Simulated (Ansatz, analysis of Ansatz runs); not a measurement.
# Migration barrier of interstitial H in fcc Al, hop from a tetrahedral to the next octahedral site (PBE)

How near does this set-up come to the measured migration barrier? Subject: interstitial H in fcc Al, hop from a tetrahedral to the next octahedral site. Set-up: PBE, 32-site cell, PBE lattice, 420 eV, k: 3x3x3 Gamma-centred, Fermi-Dirac 0.05 eV. The model is a cell of 32 host atoms with 1 H put in. The barrier is the energy of the highest image of a climbing band over the relaxed site that the atom leaves. This set-up takes another sampling or smearing than the usual one for this cell.

**The experiment.** Migration barrier: 0.452 eV, by diffusion measurements (T > 250 K); average of cited values (quoted in “Explainable Machine Learning for Hydrogen Diffusion in Metals and Random Binary Alloys”, 2023, G. M. Lu et al., quoting earlier work (1981)). The calculation is set beside it at the end.

Calculated with Ansatz 0.2.0; plane-wave PAW DFT, PBE; relaxation of all atoms of a defect supercell.

## 1. The structure

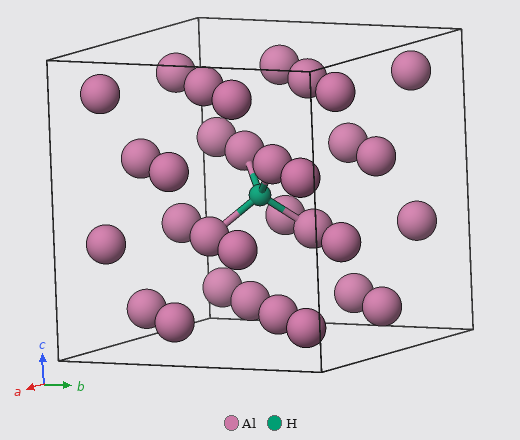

The cell as given, slightly off an axis (aluminium pink, hydrogen teal).

The cell holds 33 atoms: 32 Al and 1 H. Its edges and angles: a = 8.080 Å, b = 8.080 Å, c = 8.080 Å, α = 90.0°, β = 90.0°, γ = 90.0°. It derives from Al (space group Fm-3m). Nearest the centre at fractional (0.375, 0.375, 0.375): H33 at 0.00 Å, Al29 at 1.75 Å, Al18 at 1.75 Å, Al8 at 1.75 Å, Al11 at 1.75 Å, Al22 at 3.35 Å, Al15 at 3.35 Å, Al25 at 3.35 Å.

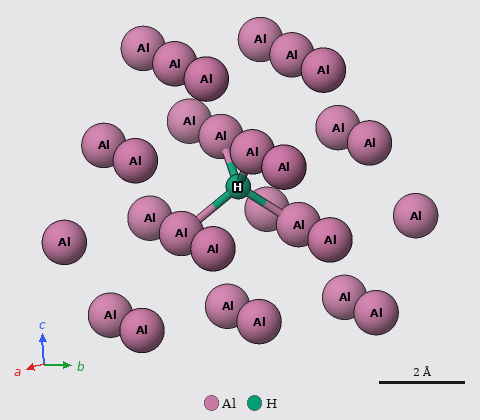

The atoms within 5 Å of the centre.

The host's primitive cell comes from a first run (plane-wave PAW DFT, PBE; relaxation of the host's cell and atoms): vectors of 2.857, 2.857 and 2.857 Å. That is 16.48 Å³ an atom, 0.7 % under the diffraction cell's volume. The supercell is built on it.

## 2. Relaxation, charge 0

A barrier counts from a true minimum, so both ends of the jump are relaxed first.

Contents of start/input.yaml:

```yaml
relax:
  f_tol: 0.02
  max_steps: 80
  escape_saddle: false
crystal:
  lattice:
    - [8.0800268, 0.0, 0.0]
    - [0.0, 8.0800268, 0.0]
    - [0.0, 0.0, 8.0800268]
  atoms:
    - { symbol: Al, position: [0.0, 0.0, 0.0] }
    - { symbol: Al, position: [0.0, 0.25, 0.25] }
    - { symbol: Al, position: [0.25, 0.0, 0.25] }
    - { symbol: Al, position: [0.25, 0.25, 0.0] }
    - { symbol: Al, position: [0.0, 0.0, 0.5] }
    - { symbol: Al, position: [0.0, 0.25, 0.75] }
    - { symbol: Al, position: [0.25, 0.0, 0.75] }
    - { symbol: Al, position: [0.25, 0.25, 0.5] }
    - { symbol: Al, position: [0.0, 0.5, 0.0] }
    - { symbol: Al, position: [0.0, 0.75, 0.25] }
    - { symbol: Al, position: [0.25, 0.5, 0.25] }
    - { symbol: Al, position: [0.25, 0.75, 0.0] }
    - { symbol: Al, position: [0.0, 0.5, 0.5] }
    - { symbol: Al, position: [0.0, 0.75, 0.75] }
    - { symbol: Al, position: [0.25, 0.5, 0.75] }
    - { symbol: Al, position: [0.25, 0.75, 0.5] }
    - { symbol: Al, position: [0.5, 0.0, 0.0] }
    - { symbol: Al, position: [0.5, 0.25, 0.25] }
    - { symbol: Al, position: [0.75, 0.0, 0.25] }
    - { symbol: Al, position: [0.75, 0.25, 0.0] }
    - { symbol: Al, position: [0.5, 0.0, 0.5] }
    - { symbol: Al, position: [0.5, 0.25, 0.75] }
    - { symbol: Al, position: [0.75, 0.0, 0.75] }
    - { symbol: Al, position: [0.75, 0.25, 0.5] }
    - { symbol: Al, position: [0.5, 0.5, 0.0] }
    - { symbol: Al, position: [0.5, 0.75, 0.25] }
    - { symbol: Al, position: [0.75, 0.5, 0.25] }
    - { symbol: Al, position: [0.75, 0.75, 0.0] }
    - { symbol: Al, position: [0.5, 0.5, 0.5] }
    - { symbol: Al, position: [0.5, 0.75, 0.75] }
    - { symbol: Al, position: [0.75, 0.5, 0.75] }
    - { symbol: Al, position: [0.75, 0.75, 0.5] }
    - { symbol: H, position: [0.375, 0.375, 0.375] }
basis:
  ecutwfc: 420
  xc_grid: 2
hamiltonian:
  xc: pbe
kpoints:
  mp_grid: { grid: [3, 3, 3] }
scf:
  occupations: { method: fermi_dirac, width: 0.05 }
  max_iter: 120
output:
  forces: true
checkpoint:
  write: "../start.run"
  compress: false
  write_wavefunctions: true
  write_every: 100000
```

Command:

```sh
$ ansatz run input.yaml --threads 4 --pin off --max-ram 7536MiB --backend cpu --events-out ev --progress --plain --runs-dir out
```

Numbers of over 12 decimals in the logs are rounded to 6 here.

The program printed:

```text
[... repeated set-up lines and file paths are left out, and long positions are rounded to six places ...]
Engine: ansatz 0.2.0, x86_64-unknown-linux-gnu
Pseudopotentials: kind: paw
Pseudopotential: Al, paw, valence charge 3, recommended cutoff 420 eV (normal), Al.paw.azcp
Pseudopotential: H, paw, valence charge 1, recommended cutoff 420 eV (normal), H.paw.azcp
Functional definition: PBE
  parameter kappa = 0.804
  parameter beta = 0.066725
  exchange = pbe_x(kappa = kappa, mu = beta*pi^2/3)
  correlation = pbe_c(beta = beta)
Crystal: 33 atoms, lattice volume = 527.519 Å³
Basis set: ecut = 420 eV, 10395 PW (Γ), exchange–correlation on 120×120×120 points (8 copies of the dense FFT grid, shifted against one another)
Bands: 82, of which v1, the nominal top of the filled ones, is band 49 counted from 1 (48 counted from 0)
Symmetry: 24 space group operations
Space group: P-43m (ITA 215), of the structure as read, at distance tolerance 8.1e-5 Å
k-points: 4 of 27 (time reversal used)
Non-local potential: Al, projectors of the file, l = 0: 2, l = 1: 2, l = 2: 1
Non-local potential: H, projectors of the file, l = 0: 2, l = 1: 1
PAW form: soft (Blöchl's): semilocal exchange-correlation on the pseudo side does not see the compensation charge
PAW one-centre angular grid: Al, 110 points (default); XC on 64 Gauss nodes
PAW one-centre angular grid: H, 110 points (default); XC on 64 Gauss nodes
Initial density: superposition of atomic densities (neutral atoms: chi_scale 0, normalization atom), corrected by the library's trained network
Initial wavefunctions: pseudopotential atomic-orbital guess
Functional: x = pbe(κ = 0.804, μ = 0.219515), c = pbe(β = 0.066725)
SCF iter   1: F=—  HF=-17215.743463 eV  |F-HF|=—  |Δ(HF+E_count)|=         —  Δρ=9.37e-4  dr2=5.14e-3  ethr=1.77e-3  ⟨swp⟩=5.5  Hψ=1404  notcnv=0  defer=27
preconditioner: auto → Kerker (q_TF=auto, 2.057 Å⁻¹)  [metal: Δε(μ)=0.116 eV  Ē_g=6.949 eV  σ=0.050 eV  W_gap=0.41  n_scr=80 (ndim 8)  ℏωp=15.9 eV  f_vac=0.000  D(μ)=7.04/eV (n_scr^D=26)]
SCF iter   2: F=—  HF=-17215.743965 eV  |F-HF|=—  |Δ(HF+E_count)|=   5.02e-4  Δρ=5.52e-4  dr2=1.84e-3  ethr=5.30e-6  ⟨swp⟩=2.2  Hψ=514  notcnv=0  defer=36
SCF iter   3: F=—  HF=-17215.743926 eV  |F-HF|=—  |Δ(HF+E_count)|=   3.87e-5  Δρ=6.18e-5  dr2=4.94e-5  ethr=1.90e-6  ⟨swp⟩=2.0  Hψ=457  notcnv=0  defer=36
iter 4 did not close the SCF: its close was put off for the readings that it lacked (scf_convergence_deferred on its scf_iter line)
SCF iter   4: F=-17215.743918 eV  HF=-17215.743919 eV  |F-HF|=1.23e-6  |Δ(HF+E_count)|=   7.04e-6  Δρ=1.74e-5  dr2=2.36e-6  ethr=5.09e-8  ⟨swp⟩=2.0  Hψ=433  notcnv=0  defer=36
iter 5 did not close the SCF: its close was put off for the readings that it lacked (scf_convergence_deferred on its scf_iter line)
SCF iter   5: F=-17215.743918 eV  HF=-17215.743918 eV  |F-HF|=9.24e-8  |Δ(HF+E_count)|=   6.06e-7  Δρ=3.53e-6  dr2=1.37e-7  ethr=2.43e-9  ⟨swp⟩=2.2  Hψ=458  notcnv=0  defer=36
SCF iter   6: F=-17215.743918 eV  HF=-17215.743918 eV  |F-HF|=1.16e-9  |Δ(HF+E_count)|=   3.31e-8  Δρ=4.83e-7  dr2=2.00e-9  ethr=1.41e-10  ⟨swp⟩=1.0  Hψ=770  notcnv=0
SCF 1 converged in 6 iterations: F = -17215.743918 eV  dr2 = 2.00e-9
  greatest PAW one-centre occupation: 0.452 electrons in one spin orbital (limit 2), on the Al atom at site 31 (counted from 0), in its partial waves of l = 0
relax step   1: F+E_penalty+E_count = -17215.74391836 eV  Δ(F+E_penalty+E_count) = +0.000e0 eV  max|allowed force component| = 7.457e-1 eV/Å  Δτ_max = 0.0000 Å  (6 SCF iters, dr2 threshold 1.00e-5 eV, accepted)
[... the SCF cycles and remarks between the steps are left out from here to the last step ...]
relax step   2: F+E_penalty+E_count = -17216.04054250 eV  Δ(F+E_penalty+E_count) = -2.966e-1 eV  max|allowed force component| = 1.361e-1 eV/Å  Δτ_max = 0.0985 Å  (5 SCF iters, dr2 threshold 3.48e-5 eV, accepted)
relax step   3: F+E_penalty+E_count = -17216.05539899 eV  Δ(F+E_penalty+E_count) = -1.486e-2 eV  max|allowed force component| = 7.619e-3 eV/Å  Δτ_max = 0.0293 Å  (5 SCF iters, dr2 threshold 1.16e-6 eV, accepted)
iter 1 solved again at ethr=4.94e-11 eV; its pass at ethr=3.10e-3 eV (dr2=4.79e-8 eV) is discarded
SCF iter   1: F=—  HF=-17216.055657 eV  |F-HF|=—  |Δ(HF+E_count)|=         —  Δρ=2.05e-6  dr2=5.45e-8  ethr=4.94e-11  ⟨swp⟩=2.0  Hψ=1064  notcnv=0  defer=56
SCF iter   2: F=—  HF=-17216.055399 eV  |F-HF|=—  |Δ(HF+E_count)|=   2.58e-4  Δρ=1.12e-6  dr2=1.30e-8  ethr=4.94e-11  ⟨swp⟩=4.8  Hψ=929  notcnv=0
SCF iter   3: F=-17216.055399 eV  HF=-17216.055399 eV  |F-HF|=3.39e-9  |Δ(HF+E_count)|=  6.11e-10  Δρ=8.11e-7  dr2=6.28e-9  ethr=1.34e-11  ⟨swp⟩=2.0  Hψ=631  notcnv=0
SCF 4 converged in 3 iterations: F = -17216.055399 eV  dr2 = 6.28e-9
relax step   4: F+E_penalty+E_count = -17216.05539898 eV  Δ(F+E_penalty+E_count) = +1.630e-9 eV  max|allowed force component| = 7.615e-3 eV/Å  Δτ_max = 0.0000 Å  (3 SCF iters, accepted)
NSCF: frozen V_eff on 4 k-points
the band table was solved once a step of the walk had ended and its energy, with any forces and stress, was formed, with the checks that follow a solve (1756 applications of the Hamiltonian). They found nothing against the state; [...]
SCF converged after 3 iterations
Free energy (F): -17216.055399 eV
Harris-Foulkes:  -17216.055399 eV  (|F-HF|=3.39e-9)
Internal energy: -17215.987567 eV  (E = F + TS)
E sigma→0 (E₀):  -17216.021483 eV
Entropy (-TS):   -0.067832 eV (-2.056 meV/atom)
Fermi energy:    7.854315 eV
--- Per-component energies (eV) ---
  E_band       = 339.530093
  E_kinetic    = 745.394020
  E_local      = 304.803582  (includes V_loc(G=0)·N_el)
  E_nonlocal   = 333.749481
  E_hartree    = 7.335659
  E_xc         = -1282.493928
  E_vxc        = -940.896916  (∫ρ·V_xc dr)
  E_paw        = -14955.737283  (= ΣΔE_a)
  E_vpaw       = -118.190200  (= ΣTr[D̂ρ^β])
  E_aug_tail   = -0.001264  (compensation charges beyond the density's cutoff)
  E_ewald      = -2369.037835
  E_smearing   = -0.067832  (= −TS)
  E_closure    = 0.000000  (closes the sum)
  Σ components = -17216.055399   (vs F -17216.055399, Δ=0.00e0)
--- Forces (eV/Å), atoms counted from 1 ---
  atom   1  Al    -0.00334717    -0.00334717    -0.00334717
  atom   2  Al    -0.00255942    -0.00411796    -0.00411796
  atom   3  Al    -0.00411796    -0.00255942    -0.00411796
  atom   4  Al    -0.00411796    -0.00411796    -0.00255942
  atom   5  Al     0.00234423     0.00234423     0.00761522
  atom   6  Al     0.00234423    -0.00761522    -0.00234423
  atom   7  Al    -0.00761522     0.00234423    -0.00234423
  atom   8  Al     0.00410260     0.00410260    -0.00410260
  atom   9  Al     0.00234423     0.00761522     0.00234423
  atom  10  Al     0.00234423    -0.00234423    -0.00761522
  atom  11  Al     0.00410260    -0.00410260     0.00410260
  atom  12  Al    -0.00761522    -0.00234423     0.00234423
  atom  13  Al    -0.00255942     0.00411796     0.00411796
  atom  14  Al    -0.00334717     0.00334717     0.00334717
  atom  15  Al    -0.00411796     0.00411796     0.00255942
  atom  16  Al    -0.00411796     0.00255942     0.00411796
  atom  17  Al     0.00761522     0.00234423     0.00234423
  atom  18  Al    -0.00410260     0.00410260     0.00410260
  atom  19  Al    -0.00234423     0.00234423    -0.00761522
  atom  20  Al    -0.00234423    -0.00761522     0.00234423
  atom  21  Al     0.00411796    -0.00255942     0.00411796
  atom  22  Al     0.00411796    -0.00411796     0.00255942
  atom  23  Al     0.00334717    -0.00334717     0.00334717
  atom  24  Al     0.00255942    -0.00411796     0.00411796
  atom  25  Al     0.00411796     0.00411796    -0.00255942
  atom  26  Al     0.00411796     0.00255942    -0.00411796
  atom  27  Al     0.00255942     0.00411796    -0.00411796
  atom  28  Al     0.00334717     0.00334717    -0.00334717
  atom  29  Al    -0.00410260    -0.00410260    -0.00410260
  atom  30  Al     0.00761522    -0.00234423    -0.00234423
  atom  31  Al    -0.00234423     0.00761522    -0.00234423
  atom  32  Al    -0.00234423    -0.00234423     0.00761522
  atom  33  H      0.00000000    -0.00000000     0.00000000
  max |Σ_I F_I| component: 6.70e-17 eV/Å
--- Band table (eV) ---
  k-point 0: bands = ["-3.2891", "-1.6130", "-0.9322", "-0.9322", [... 74 left out ...] "10.7783", "10.7783", "10.7961", "12.6850"]
  k-point 1: bands = ["-3.0525", "-2.2974", "-1.2366", "-0.6856", [... 74 left out ...] "12.2631", "12.2987", "12.2987", "12.3831"]
  [... further k-points left out ...]
--- Relaxed structure (4 steps of the walk, 4 accepted, 0 SCFs on fresh bases) ---
  F+E_penalty+E_count = -17216.05539898 eV   max|allowed force component| = 7.615e-3 eV/Å
  atoms:
    - { symbol: Al, position: [0.000105, 0.000105, 0.000105] }
    - { symbol: Al, position: [0.000904, 0.250624, 0.250624] }
    - { symbol: Al, position: [0.250624, 0.000904, 0.250624] }
    - { symbol: Al, position: [0.250624, 0.250624, 0.000904] }
    - { symbol: Al, position: [-0.002326, -0.002326, 0.500540] }
    - { symbol: Al, position: [-0.002326, 0.249460, 0.752326] }
    - { symbol: Al, position: [0.249460, -0.002326, 0.752326] }
    - { symbol: Al, position: [0.240869, 0.240869, 0.509131] }
    - { symbol: Al, position: [-0.002326, 0.500540, -0.002326] }
    - { symbol: Al, position: [-0.002326, 0.752326, 0.249460] }
    - { symbol: Al, position: [0.240869, 0.509131, 0.240869] }
    - { symbol: Al, position: [0.249460, 0.752326, -0.002326] }
    - { symbol: Al, position: [0.000904, 0.499376, 0.499376] }
    - { symbol: Al, position: [0.000105, 0.749895, 0.749895] }
    - { symbol: Al, position: [0.250624, 0.499376, 0.749096] }
    - { symbol: Al, position: [0.250624, 0.749096, 0.499376] }
    - { symbol: Al, position: [0.500540, -0.002326, -0.002326] }
    - { symbol: Al, position: [0.509131, 0.240869, 0.240869] }
    - { symbol: Al, position: [0.752326, -0.002326, 0.249460] }
    - { symbol: Al, position: [0.752326, 0.249460, -0.002326] }
    - { symbol: Al, position: [0.499376, 0.000904, 0.499376] }
    - { symbol: Al, position: [0.499376, 0.250624, 0.749096] }
    - { symbol: Al, position: [0.749895, 0.000105, 0.749895] }
    - { symbol: Al, position: [0.749096, 0.250624, 0.499376] }
    - { symbol: Al, position: [0.499376, 0.499376, 0.000904] }
    - { symbol: Al, position: [0.499376, 0.749096, 0.250624] }
    - { symbol: Al, position: [0.749096, 0.499376, 0.250624] }
    - { symbol: Al, position: [0.749895, 0.749895, 0.000105] }
    - { symbol: Al, position: [0.509131, 0.509131, 0.509131] }
    - { symbol: Al, position: [0.500540, 0.752326, 0.752326] }
    - { symbol: Al, position: [0.752326, 0.500540, 0.752326] }
    - { symbol: Al, position: [0.752326, 0.752326, 0.500540] }
    - { symbol: H, position: [0.375, 0.375, 0.375] }
```

Elapsed: 13 s, on 4 threads of Intel Xeon Platinum 8259CL at 2.50GHz (Skylake/Cascade Lake), shared host; peak memory 1.2 GiB.

Step by step:

```csv
step,energy less that of the first step (eV),largest force component (eV/Å)
1,0.0000,0.7457
2,-0.2966,0.1361
3,-0.3115,0.0076
4,-0.3115,0.0076
```

Forces are held to the 24 operations that the run works with; a distortion that breaks them can't arise in this run.

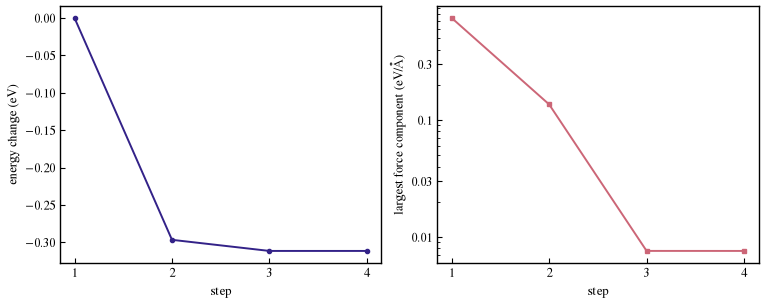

Energy and largest force along the relaxation.

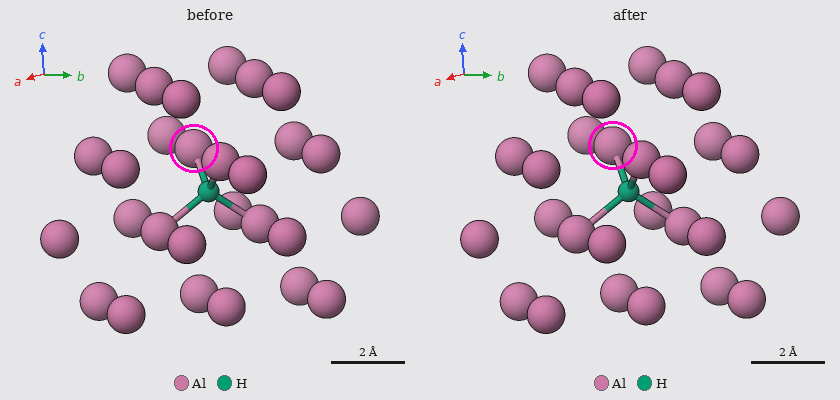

Before and after: the atoms that start within 5 Å of the centre. Al8, which moves most, is ringed if it is among them.

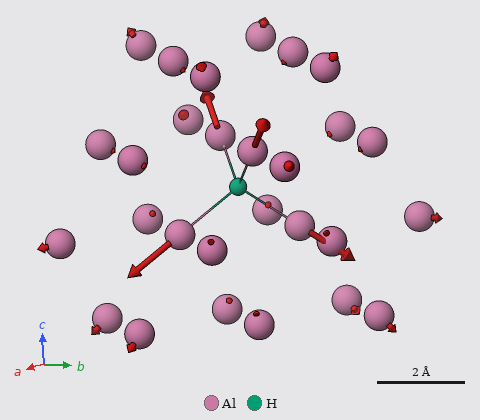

Displacements in the relaxation near the centre, exaggerated; the longest in the cell stands for 0.13 Å.

The atoms that moved most (Å):

```csv
atom,dx,dy,dz,length
Al8,-0.074,-0.074,0.074,0.128
Al11,-0.074,0.074,-0.074,0.128
Al18,0.074,-0.074,-0.074,0.128
Al29,0.074,0.074,0.074,0.128
Al5,-0.019,-0.019,0.004,0.027
Al17,0.004,-0.019,-0.019,0.027
Al9,-0.019,0.004,-0.019,0.027
Al12,-0.004,0.019,-0.019,0.027
```

Neighbours of H33 at the end:

```csv
atom,distance (Å)
Al29,1.877
Al18,1.877
Al8,1.877
Al11,1.877
Al13,3.340
Al4,3.340
Al3,3.340
Al21,3.340
Al25,3.340
Al2,3.340
Al27,3.340
Al24,3.340
Al22,3.340
Al16,3.340
Al26,3.340
Al15,3.340
```

This step gave:

- free energy: -17216.0554 eV
- smearing term TS: 0.06783 eV

The series, run alike:

```csv
run,outcome,energy less the first (eV),moment (μB),time
"relaxation, charge 0",converged,0.0000,0.00,13 s
"relaxation, charge 0",converged,0.1025,0.00,10 s
```

The relaxation ends 9.4 meV an atom lower, with a largest force component of 0.0076 eV/Å.

[end of part 1 of 2]

[Logs are printed without paths, hosts, clocks, repeated set-up lines and the standing remarks that a program may print on its own settings, such as how far it seeks lower states.]

[Hosts, paths, dates, database ids (printed as entryN), source tags and the programs' standing remarks are cut or masked in the printed files.]

[For some hosts the program warned that the k-mesh of the response run may be too coarse for force constants and the static dielectric constant; such warnings are not shown here.]
